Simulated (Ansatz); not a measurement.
Fields on a plane of MoP (WC type, space group P-6m2)

```
CELL_PARAMETERS angstrom
      3.24080     0.00000     0.00000
     -1.62040     2.80662     0.00000
      0.00000     0.00000     3.19537
ATOMIC_POSITIONS crystal
  Mo 0.00000 0.00000 0.00000
  P  0.66667 0.33333 0.50000
```

The slice is a (-1 1 0 0) plane (indices of the conventional cell) through the point (0.667, 0.333, 0.500) (fractional), spanned by u = [001] and v = [110] in vectors of this cell: u (3.20 Å) and v (3.24 Å, at 90° to u). It covers one period; positions are fractions (u, v).

Atoms on it: P at (0.00, 0.00). Other atoms lie within 1 Å of the plane.

Computed with PBE (plane waves to 420 eV, PAW, scalar-relativistic; Ansatz, an electronic-structure program). k mesh 16×16×15. These are valence fields of a PAW run, semicore shells included where kept as valence: close to a nucleus they are smooth pseudo fields. MoP is run without spin polarisation. MoP was relaxed with its symmetry unable to fall.

```
v \ u  0.00  0.11  0.21  0.32  0.43  0.54  0.64  0.75  0.86  0.96
-----  ----  ----  ----  ----  ----  ----  ----  ----  ----  ----
0.96   -1.3  -0.5  -0.1  -0.3  -0.6  -0.6  -0.4  -0.2  -0.3  -1.1
0.86   -0.3  -0.2  -0.2  -0.4  -0.6  -0.6  -0.4  -0.2  -0.1  -0.3
0.75   -0.2  -0.2  -0.3  -0.4  -0.5  -0.5  -0.5  -0.3  -0.2  -0.2
0.64   -0.5  -0.5  -0.5  -0.4  -0.3  -0.3  -0.4  -0.5  -0.5  -0.5
0.54   -0.7  -0.7  -0.6  -0.4  -0.2  -0.1  -0.3  -0.5  -0.7  -0.7
0.43   -0.6  -0.6  -0.6  -0.4  -0.2  -0.2  -0.3  -0.5  -0.6  -0.6
0.32   -0.4  -0.4  -0.4  -0.4  -0.4  -0.4  -0.4  -0.4  -0.4  -0.4
0.21   -0.2  -0.2  -0.2  -0.4  -0.5  -0.6  -0.5  -0.3  -0.2  -0.2
0.11   -0.5  -0.2  -0.1  -0.4  -0.6  -0.6  -0.4  -0.2  -0.2  -0.5
0.00   -1.5  -0.5  -0.1  -0.3  -0.6  -0.6  -0.4  -0.2  -0.3  -1.3
```

Values: log₁₀ of the valence density in e/Å³. The scale is logarithmic, as a density can span decades between atoms and voids.

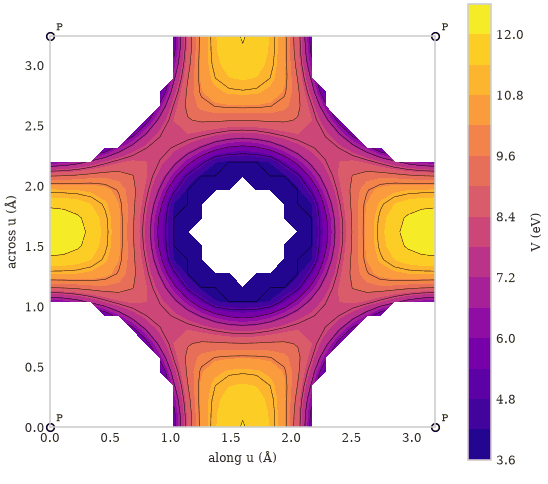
Electrostatic potential energy of an electron, from the cell's mean, in eV, one period of the plane, atoms marked. Points within 1 Å of a nucleus are left white, as the pseudised field means little there. Values under 4 eV are set to 4. The zero, the cell's mean, hangs on the PAW cores.
